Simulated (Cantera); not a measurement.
A closed system holds: 1 mol Pb, 6.2 mol NH₃, 18 mol H₂, held at 76000 Pa.

Method: chemical equilibrium by Gibbs-energy minimisation in Cantera with the NASA 1993 tables (ideal gas, pure condensed phases). Candidate condensed phases: Pb; 11 gas species. Rates play no part.

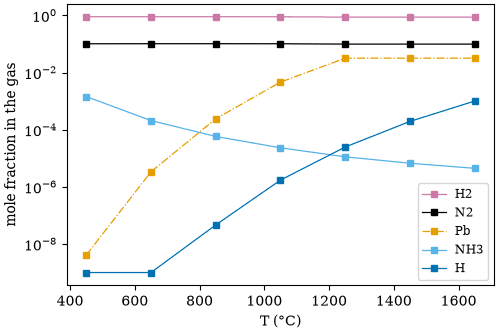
Figure. Equilibrium gas composition (values under 1e-9 drawn at 1e-9)

**Question.** Read off the mole fractions at 1650 °C.

**Answer.** H₂ about 0.87, N₂ about 0.099, Pb about 0.032, H about 0.0010, NH₃ about 4.4e-6.
